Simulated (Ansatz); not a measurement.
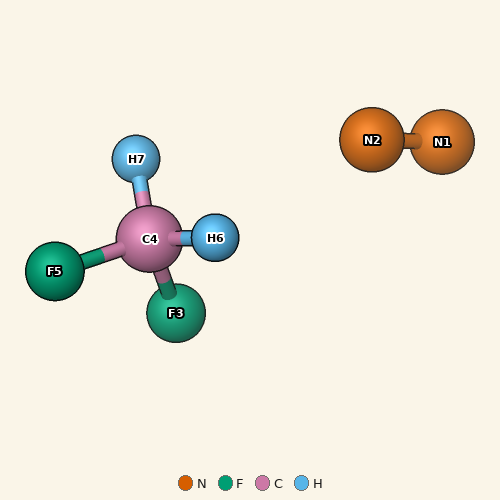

The system is the pair N₂···CH₂F₂; the picture shows the reference structure. The turn is about an axis along (0.72, 0.68, 0.11) in the frame of the relaxed pair, normal to the line between the partners. The first coordinate is: distance C4···N2; the second: turn of N1, N2 about C4. Grid: 11 × 11 points. At 2 points there is no value. Points are written as (first, second). All energies are given in kJ/mol relative to the lowest grid point. Energies and slopes of some neighbouring points disagree (a jump in structure or state, or too coarse a mesh). The calculation used RKS PBE-D4/def2-SVPD (Ansatz 0.2.0).

Its coordinates:

```tsv
atom	x (Å)	y (Å)	z (Å)
N	0.3672	0.1278	-3.1858
N	-0.0189	0.3731	-2.1734
F	0.8237	-0.9794	0.6342
C	-0.1078	-0.0521	1.0265
F	-0.2493	-0.1242	2.3878
H	0.2635	0.9576	0.7586
H	-1.0781	-0.3029	0.5524
```

Range: distance C4···N2 from 2.713 to 5.313 Å; turn of N1, N2 about C4 from −120 to 120°.

> What will the energy surface look like?

The lowest grid point is at (3.194 Å, 0°). Other grid points that lie below all their neighbours: (3.433 Å, 72°) (1.7 kJ/mol higher). The highest grid point, (2.713 Å, −96°), lies 585.2 kJ/mol above the lowest.

| turn of N1, N2 about C4 ↓, distance C4···N2 → | 2.713 | 2.816 | 2.986 | 3.194 | 3.433 | 3.698 | 3.984 | 4.291 | 4.615 | 4.956 | 5.313 |
| --- | --- | --- | --- | --- | --- | --- | --- | --- | --- | --- | --- |
| 120 | 55.7 | 39.8 | 22.9 | 12.1 | 6.9 | 5.1 | 5.1 | 5.6 | 6.2 | 6.7 | 7.1 |
| 96 | 11.8 | 7.7 | 3.9 | 2.3 | 2.2 | 3.0 | 4.1 | 5.1 | 6.0 | 6.6 | 7.0 |
| 72 | 13.8 | 8.7 | 4.0 | 1.9 | 1.7 | 2.6 | 3.7 | 4.8 | 5.7 | 6.4 | 6.8 |
| 48 | 17.9 | 11.5 | 5.4 | 2.4 | 1.9 | 2.6 | 3.7 | 4.7 | 5.6 | 6.3 | 6.7 |
| 24 | 13.8 | 8.5 | 3.6 | 1.4 | 1.3 | 2.2 | 3.4 | 4.6 | 5.5 | 6.2 | 6.7 |
| 0 | 8.3 | 4.5 | 1.2 | 0.0 | 0.4 | 1.6 | 3.0 | 4.3 | 5.3 | 6.1 | 6.6 |
| −24 | 35.9 | 24.8 | 13.3 | 6.2 | 3.0 | 2.4 | 3.0 | 4.0 | 5.0 | 5.8 | 6.4 |
| −48 | 254.4 | 185.9 | 107.3 | 52.7 | 22.8 | 9.6 | 5.0 | 4.2 | 4.7 | 5.5 | 6.1 |
| −72 | – | – | 306.1 | 145.3 | 59.1 | 21.7 | 8.5 | 5.0 | 4.8 | 5.5 | 6.1 |
| −96 | 585.2 | 417.1 | 231.9 | 109.3 | 44.9 | 17.1 | 7.4 | 5.2 | 5.3 | 6.0 | 6.5 |
| −120 | 146.0 | 103.9 | 58.4 | 28.7 | 13.2 | 6.7 | 5.0 | 5.1 | 5.7 | 6.3 | 6.8 |

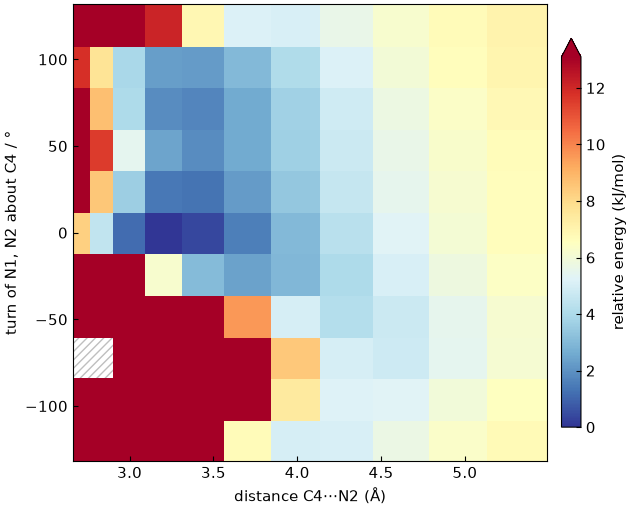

The picture shows one coloured cell a grid point, one colour for all values above the top of the scale, hatched blanks where no value was computed.

Time for the 119 points that were run: 9.7 min on 1 thread of Arm Neoverse V2 (shared host).
